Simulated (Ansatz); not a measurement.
# Al2BP3: what a guessed cell relaxes into, part 2 of 2

The task: take a trial cell of Al2BP3 to zero force and stress.

Ansatz 0.2.0; DFT PBE, scalar-relativistic, plane waves, PAW.

## Step 4: Full relaxation

The end of the coarse run is made exact in the group found at a tolerance of 0.06 Å and reduced to its primitive cell.

Input file input.yaml:

```yaml
crystal:
  lattice:
    - [3.669755602, 0.0, 0.0]
    - [-1.834877801, 3.178101577, 0.0]
    - [0.0, 0.0, 9.1726712146]
  atoms:
    - { symbol: Al, position: [0.3333333333, 0.6666666667, 0.6801340632] }
    - { symbol: Al, position: [0.6666666667, 0.3333333333, 0.322279459] }
    - { symbol: B, position: [0.0, 0.0, 0.0062809961] }
    - { symbol: P, position: [0.3333333333, 0.6666666667, 0.9396966842] }
    - { symbol: P, position: [0.6666666667, 0.3333333333, 0.5799325125] }
    - { symbol: P, position: [0.0, 0.0, 0.2216762849] }
basis:
  ecutwfc: 420
kpoints:
  mp_grid: { grid: [12, 12, 4] }
hamiltonian:
  xc: pbe
scf:
  occupations: { method: gaussian, width: 0.02 }
output:
  forces: true
  stress: true
  eigenvalues: true
  write_density: true
  write_potential: true
  elf: true
  volumetric_format: npy
relax:
  adjacent_minimum: "off"
  f_tol: 0.01
  max_steps: 80
  cell: { stress_tol: 0.05 }
```

Command:

```
$ ansatz run input.yaml --threads 1 --pin off --max-ram 2560MiB --backend cpu --events-out ev --progress --plain --runs-dir out
```

Log, cut to the lines that bear on the results:

```text
Warning: RAYON_NUM_THREADS=1 ignored (pool sized by the plan → 1); use --threads N
[...]
Pseudopotentials: kind: paw
Pseudopotential: Al, paw, valence charge 3, recommended cutoff 420 eV (normal), Al.paw.azcp
Pseudopotential: B, paw, valence charge 3, recommended cutoff 420 eV (normal), B.paw.azcp
Pseudopotential: P, paw, valence charge 5, recommended cutoff 420 eV (normal), P.paw.azcp
Functional definition: PBE
[...]
Crystal: 6 atoms, lattice volume = 106.980 Å³
Basis set: ecut = 420 eV, 2107 PW (Γ), exchange–correlation on 50×50×128 points (8 copies of the dense FFT grid, shifted against one another)
Bands: 18, of which v1, the nominal top of the filled ones, is band 12 counted from 1 (11 counted from 0)
Symmetry: 6 space group operations
Space group: P3m1 (ITA 156), of the structure as read, at distance tolerance 4.7e-5 Å
k-points: 69 of 576 (time reversal used)
[...]
--- Relaxed structure (3 steps of the walk, 2 accepted, 1 SCFs on fresh bases) ---
  F+E_penalty+E_count = -3499.83913612 eV   max|allowed force component| = 5.491e-3 eV/Å   (the final SCF, on the basis selected at the relaxed cell)
  cell:  # Å, volume = 107.0199 Å³
    - [3.6689478135001248, 0.0, 0.0]
    - [-1.8344739067500624, 3.1774020116504786, 1.3753188710938572e-33]
    - [0.0, 3.9694602309290715e-33, 9.180173409130843]
  atoms:
    - { symbol: Al, position: [0.3333333333333333, 0.6666666666666666, 0.6800218489802263] }
    - { symbol: Al, position: [0.6666666666666667, 0.3333333333333333, 0.3224432128783171] }
    - { symbol: B, position: [1.0436668773159577e-34, 2.0873337546319155e-34, 0.006485731155690459] }
    - { symbol: P, position: [0.3333333333333333, 0.6666666666666666, 0.9395967852739574] }
    - { symbol: P, position: [0.6666666666666667, 0.3333333333333333, 0.579717068442951] }
    - { symbol: P, position: [-5.723334488506871e-35, -1.1446668977013741e-34, 0.2217353531688581] }
```

It took 51 s on 1 thread of Arm Neoverse V2, shared host; peak memory 0.41 GiB.

Step by step:

```csv
step,energy from step 1 (eV/cell),largest force component (eV/Å),pressure (GPa),volume (Å³)
1,0.0000,0.0283,0.05,106.98
2,0.0001,0.0576,0.00,107.03
3,-0.0001,0.0055,0.01,107.02
4,-0.0001,0.0055,0.01,107.02
```

Step 1 is the start. Step 4 repeats the geometry before it on a plane-wave basis chosen anew for that cell, so its energy need not be comparable with the rows above. Step 2 was tried and not accepted.

|  | before | after | change |
| --- | --- | --- | --- |
| a (Å) | 3.670 | 3.669 | 0.0 % |
| b (Å) | 3.670 | 3.669 | 0.0 % |
| c (Å) | 9.173 | 9.180 | +0.1 % |
| volume (Å³/atom) | 17.83 | 17.84 | 0.0 % |
| shortest distance (Å) | 1.976 | 1.976 | 0.0 % |
| space group (0.01 Å) | P3m1 | P3m1 | same |

Forces and stress were held to the start's 6 operations: a distortion of lower symmetry was not tested.

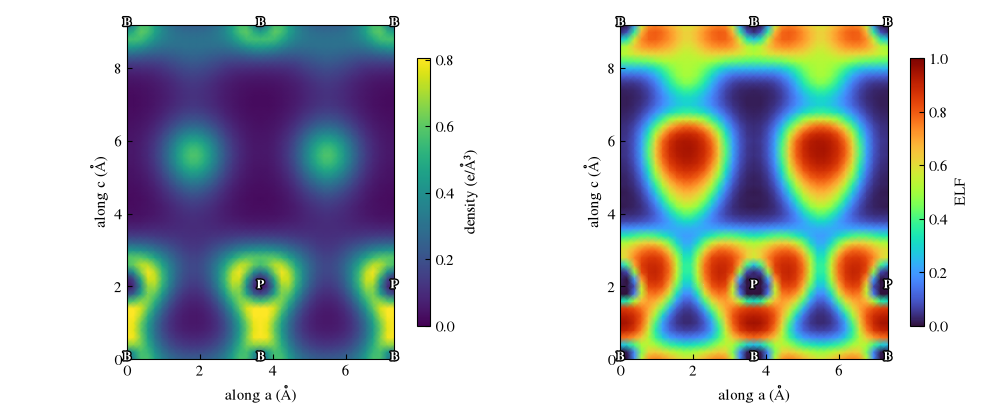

Density (left) and ELF (right) in a lattice plane of the grid's cell (edges 3.67 and 9.18 Å, at 0.000 of the third edge), which holds B and P. Only atoms in the plane are labelled; the density scale stops at 0.80 e/Å³. Both are smooth fields of the valence electrons: close to the nuclei they are not physical.

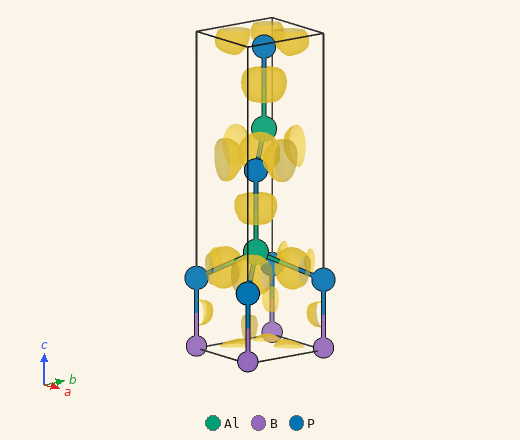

Surface of ELF = 0.85, drawn in one cell.

The highest ELF values outside the cores: 0.97 on the P–Al line, 1.0 Å from P; 0.95 on the B–P line, 0.9 Å from B; 0.94 on the Al–P line, 1.2 Å from Al.

## Step 5: Variant: mp_grid.shift [0.5, 0.5, 0.5], n_extra_bands 8

Input file input.yaml:

```yaml
crystal:
  lattice:
    - [3.6689478135, 0.0, 0.0]
    - [-1.8344739068, 3.1774020117, 0.0]
    - [0.0, 0.0, 9.1801734091]
  atoms:
    - { symbol: Al, position: [0.3333333333, 0.6666666667, 0.680021849] }
    - { symbol: Al, position: [0.6666666667, 0.3333333333, 0.3224432129] }
    - { symbol: B, position: [0.0, 0.0, 0.0064857312] }
    - { symbol: P, position: [0.3333333333, 0.6666666667, 0.9395967853] }
    - { symbol: P, position: [0.6666666667, 0.3333333333, 0.5797170684] }
    - { symbol: P, position: [0.0, 0.0, 0.2217353532] }
basis:
  ecutwfc: 420
kpoints:
  mp_grid: { grid: [12, 12, 4], shift: [0.5, 0.5, 0.5] }
hamiltonian:
  xc: pbe
scf:
  occupations: { method: gaussian, width: 0.02 }
  n_extra_bands: 8
output:
  forces: true
  eigenvalues: true
  stress: true
```

Command:

```
$ ansatz run input.yaml --threads 1 --pin off --max-ram 2560MiB --backend cpu --events-out ev --progress --plain --runs-dir out
```

Log:

```text
Warning: crystal.symmetry: narrowed to the stabiliser of the k-point mesh — unitary ops 6 → 2; excluded 4 operations that carry a point of the 12×12×4 mesh (shift [0.5, 0.5, 0.5]) off the mesh (the run samples exactly the mesh kpoints.mp_grid names, as under crystal.symmetry.detect: false, and its converged state has the mesh's symmetry, not the crystal's; ε∞, the Born charges and the force constants of a linear response (`dielectric:` by the response, `phonons.method: dfpt`) are averaged over those of the crystal's operations that the state keeps within a tolerance, where `mesh_tensors`, `unaveraged_element` or `gamma_mean_max_change_ev_ang2` stands beside them; a row that `dielectric.field_direction` solves alone is averaged likewise, with nothing beside; a Γ-centred mesh of equal divisions is mapped onto itself by every operation and keeps the whole group, as does a half-shifted one under kpoints.further_shifts: images)
Warning: RAYON_NUM_THREADS=1 ignored (pool sized by the plan → 1); use --threads N
scf.n_extra_bands = 8 over 12 filled bands (N_el = 24.0): the run solves 20 bands
[... 10 set-up lines as earlier in the session ...]
Crystal: 6 atoms, lattice volume = 107.020 Å³
Basis set: ecut = 420 eV, 2107 PW (Γ), exchange–correlation on 50×50×128 points (8 copies of the dense FFT grid, shifted against one another)
Bands: 20, of which v1, the nominal top of the filled ones, is band 12 counted from 1 (11 counted from 0)
Symmetry: 2 space group operations
k-points: 156 of 576 (time reversal used)
[... 10 set-up lines as earlier in the session ...]
SCF iter   1: F=—  HF=-3499.840841 eV  |F-HF|=—  |Δ(HF+E_count)|=         —  Δρ=1.96e-3  dr2=1.13e-2  ethr=1.77e-3  ⟨swp⟩=8.4  Hψ=23027  notcnv=0  defer=4
preconditioner: auto → Resta (q_TF=auto, 2.127 Å⁻¹)  ε∞=4.6  [insulator: Δε(μ)=1.128 eV  Ē_g=9.275 eV  σ=0.020 eV  W_gap=1.00  n_scr=24 (ndim 8)  ℏωp=17.6 eV  f_vac=0.000  D(μ)=0.00/eV (n_scr^D=0)  ε∞_Penn≈4.6]
SCF iter   2: F=—  HF=-3499.839065 eV  |F-HF|=—  |Δ(HF+E_count)|=   1.78e-3  Δρ=9.10e-4  dr2=1.57e-3  ethr=4.73e-5  ⟨swp⟩=2.6  Hψ=5874  notcnv=0  defer=335
SCF iter   3: F=—  HF=-3499.839123 eV  |F-HF|=—  |Δ(HF+E_count)|=   5.87e-5  Δρ=3.01e-4  dr2=1.42e-4  ethr=6.53e-6  ⟨swp⟩=2.4  Hψ=4355  notcnv=0  defer=335
SCF iter   4: F=—  HF=-3499.839187 eV  |F-HF|=—  |Δ(HF+E_count)|=   6.33e-5  Δρ=1.06e-4  dr2=2.29e-5  ethr=5.93e-7  ⟨swp⟩=2.4  Hψ=4400  notcnv=0  defer=335
SCF iter   5: F=—  HF=-3499.839257 eV  |F-HF|=—  |Δ(HF+E_count)|=   6.99e-5  Δρ=2.95e-5  dr2=1.35e-6  ethr=9.54e-8  ⟨swp⟩=2.2  Hψ=4457  notcnv=0  defer=335
SCF iter   6: F=-3499.839258 eV  HF=-3499.839258 eV  |F-HF|=2.76e-8  |Δ(HF+E_count)|=   1.34e-6  Δρ=7.65e-6  dr2=9.20e-8  ethr=4.17e-10  ⟨swp⟩=10.4  Hψ=21088  notcnv=0
SCF 1 converged in 6 iterations: F = -3499.839258 eV  dr2 = 9.20e-8
SCF converged after 6 iterations
Free energy (F): -3499.839258 eV
Harris-Foulkes:  -3499.839258 eV  (|F-HF|=2.76e-8)
Internal energy: -3499.839258 eV  (E = F + TS)
E sigma→0 (E₀):  -3499.839258 eV
Fermi energy:    6.698854 eV
--- Per-component energies (eV) ---
  E_band       = 21.283906
  E_kinetic    = 302.485689
  E_local      = -268.490027  (includes V_loc(G=0)·N_el)
  E_nonlocal   = 134.864125
  E_hartree    = 81.468855
  E_xc         = -295.585230
  E_vxc        = -277.543960  (∫ρ·V_xc dr)
  E_paw        = -2721.823829  (= ΣΔE_a)
  E_vpaw       = -32.969188  (= ΣTr[D̂ρ^β])
  E_aug_tail   = 0.000003  (compensation charges beyond the density's cutoff)
  E_ewald      = -732.758843
  E_smearing   = -0.000000  (= −TS)
  E_closure    = 0.000000  (closes the sum)
  Σ components = -3499.839258   (vs F -3499.839258, Δ=0.00e0)
--- Forces (eV/Å), atoms counted from 1 ---
  atom   1  Al    -0.00002327     0.00001343    -0.00052340
  atom   2  Al    -0.00008707     0.00005027     0.00537567
  atom   3  B     -0.00019123     0.00011041    -0.00322372
  atom   4  P      0.00018077    -0.00010437     0.00446418
  atom   5  P      0.00002387    -0.00001378    -0.00559323
  atom   6  P      0.00009673    -0.00005585    -0.00057797
  max |Σ_I F_I| component: 7.85e-5 eV/Å
--- Stress (GPa, compression-positive) ---
        0.001909       0.000481      -0.000403
        0.000481       0.002465       0.000233
       -0.000389       0.000224       0.022001
  P = ⅓ Tr σ = 0.0088 GPa (0.088 kbar)
--- Band table (eV; the first three rows and the last of 156) ---
  k-point 0: bands = ["-6.6895", "-5.4327", "-4.8269", "0.0461", "1.4279", "3.9547", "4.2541", "5.2119", "5.3622", "5.5530", "5.7613", "6.0367", "7.7429", "9.1585", "9.4670", "9.5216", "9.9923", "10.6220", "10.9256", "11.1548"]
  k-point 1: bands = ["-6.6280", "-5.7315", "-4.4810", "-0.5946", "2.5895", "3.9338", "4.2523", "4.3759", "5.2953", "5.5326", "5.7823", "5.9916", "7.7843", "9.1394", "9.5478", "9.7245", "10.1824", "10.8194", "11.0344", "11.2029"]
  k-point 2: bands = ["-6.4974", "-5.2532", "-4.6602", "0.1210", "1.4766", "3.0948", "3.8582", "4.3360", "4.6876", "5.2217", "5.3879", "5.7241", "8.3068", "9.1289", "9.7441", "10.0074", "10.2191", "10.7791", "11.1051", "11.4444"]
  k-point 155: bands = ["-4.8836", "-4.0608", "-3.7798", "-0.8095", "0.2233", "0.4511", "2.4484", "2.9327", "3.2052", "4.0891", "4.4012", "4.9194", "7.2629", "7.7276", "8.8701", "9.3685", "10.1513", "10.9966", "11.7957", "12.3271"]
```

It took 25 s on 1 thread of Arm Neoverse V2, shared host; peak memory 0.53 GiB.

```csv
run,ending,energy change,pressure (GPa),gap (eV),force (eV/Å),cycles,time
step 4,converged,0,0.0,1.07,0.01,-,51 s
variant,converged,0.0 meV/atom,0.0,1.13,0.01,6,25 s
```

Changing the k-point mesh and band count moves the energy by 0.0 meV/atom, and the gap on the mesh goes from 1.07 to 1.13 eV. Sampling errors of the energy have no fixed sign. A gap read on a mesh depends on which points the mesh holds, and a coarse mesh shifts the density too.

## Step 6: Results

This closing draws on all 2 parts. Changes of volume or cell count from the first structure of part 1.

```
                              quantity                                                                       value
symmetry at the end (tolerance 0.02 Å)                                                  space group P3m1 (No. 156)
                     conventional cell  a = 3.669 Å, b = 3.669 Å, c = 9.180 Å, α = 90.00°, β = 90.00°, γ = 120.00°
                                volume                                                               17.84 Å³/atom
     energy over the elements, black P                                                               -0.32 eV/atom
                       gap on the mesh                                                                     1.07 eV
```

**Reading.** The space group P3m1 (No. 156) is kept, and the volume per atom grows by 8.0 % from the first guess. It lies below the elements, which doesn't yet make it stable: competing phases were not computed in this session. No finished test with a distortion of lower symmetry is shown, so the end may be a saddle point.
